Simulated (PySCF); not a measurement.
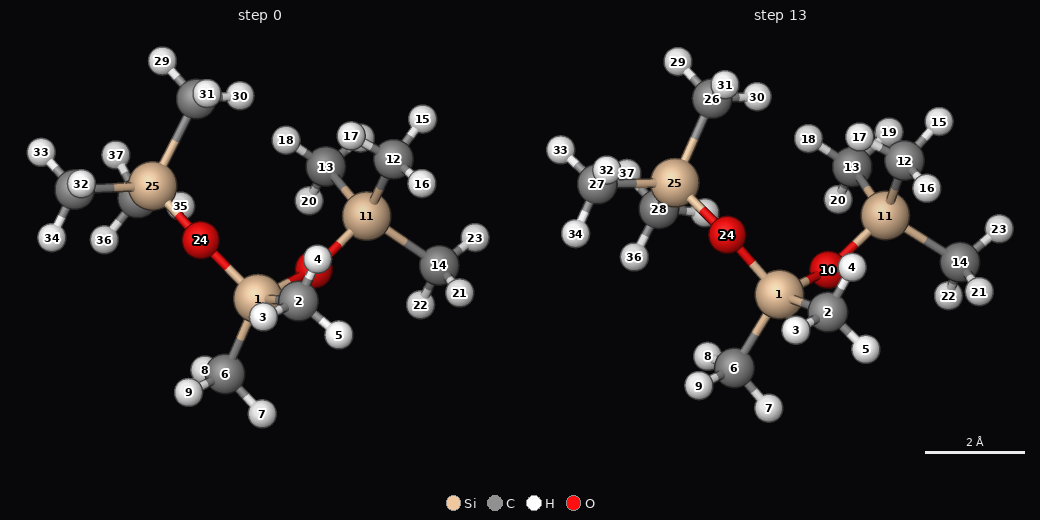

The structure of C₈H₂₄O₂Si₃ before (left) and after (right) a relaxation, at one scale.

A ball-and-stick model, seen at a tilt.

The start comes from GFN2-xTB. Its atoms were then displaced at random by about 0.03 Å.

The calculation used PBE0-D3(BJ)/def2-SVP geometry optimisation, gas phase (PySCF 2.14.0, density-fitted response routines). 

Describe what moved and what it gained.

Answer. The energy falls by 174.9 kJ/mol in 13 geometry steps. The largest moves after the best rigid fit, 0.48 Å, are those of H5 and H36. By element the largest moves are H 0.48 Å, C 0.35 Å, O 0.30 Å, Si 0.11 Å. Some distances before and after: Si25–C26 1.998 → 1.875 Å, Si11–C13 1.990 → 1.874 Å, C27–H32 0.990 → 1.101 Å, O24–Si25 1.569 → 1.672 Å. Among the angles between lasting bonds that change: Si1–O24–Si25 158.2° → 141.2°, Si1–O10–Si11 155.0° → 145.0°, C2–Si1–C6 120.0° → 112.4°. Cost: 5.7 min on 2 threads of AMD EPYC 9R45 96-Core Processor (shared host).
